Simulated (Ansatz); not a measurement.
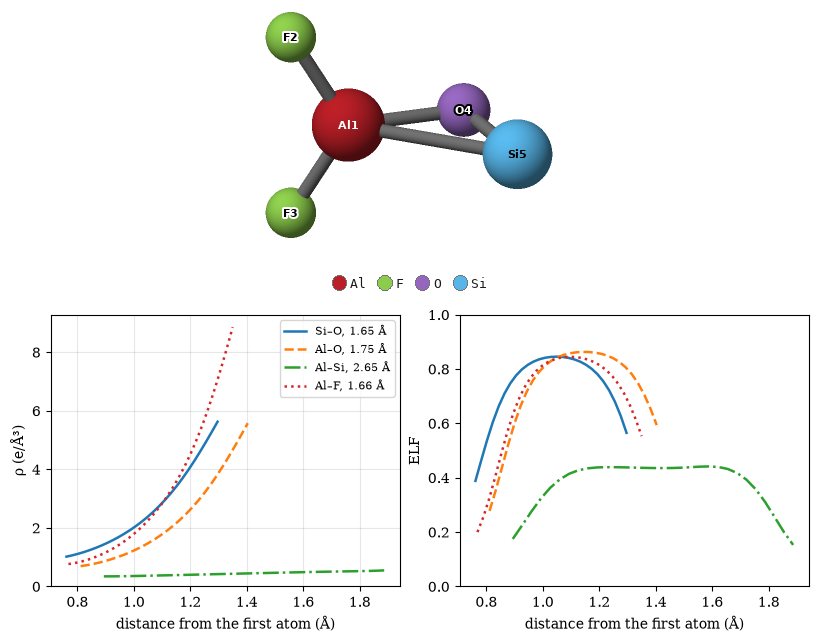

Figure. AlF2OSi (SMILES [F][Al-]1([F])[O+]=[Si]1) (doublet). Total electron density and ELF along straight lines between neighbouring atoms. The curves leave out the atomic cores. The structure is drawn too.

Geometry: B3LYP-D3(BJ)/6-311G**.

Level of theory: isolated molecule in a Gaussian basis; Kohn-Sham density functional theory, functional PBE0 in Ansatz.

The calculation's input:

```
crystal:
  periodic: [false, false, false]
  atoms:
    - {symbol: Al, position_ang: [-0.223310, 0.286873, -0.384599]}
    - {symbol: F, position_ang: [-0.089861, 1.836094, 0.199863]}
    - {symbol: F, position_ang: [-1.618367, -0.570107, -0.103731]}
    - {symbol: O, position_ang: [0.845977, -0.229489, -1.675411]}
    - {symbol: Si, position_ang: [2.001982, -1.067101, -0.856083]}
basis:
  gaussian: {orbitals: def2-TZVPD}
magnetization: {spin_polarized: true, initial_magnetization: 1}
hamiltonian: {xc: {name: PBE0}}
output: {forces: true, orbitals: {seedname: orbitals}}
```

Run with:

```sh
ansatz run input.yaml --threads 2 --pin off --max-ram 4350MiB --events-out events.jsonl --progress --plain --runs-dir runs
```

What can be read from the curves?

Si–O (1.65 Å): ρ at the midpoint is about 1.2 e/Å³; the ELF peaks at about 0.85 between the atoms, as expected for a shared but strongly polarised pair.
Al–O (1.75 Å): ρ is about 0.82 e/Å³ halfway; the ELF peaks at about 0.85 in the valence shell of O, 0.6 Å from its nucleus, and is about 0.50 at the midpoint.
Al–Si (2.65 Å): ρ at the midpoint is about 0.43 e/Å³; the ELF is about 0.45 at the midpoint.
Al–F (1.66 Å): ρ is about 0.9 e/Å³ halfway; the ELF peaks at about 0.85 in the valence shell of F, 0.6 Å from its nucleus, and is about 0.40 at the midpoint.
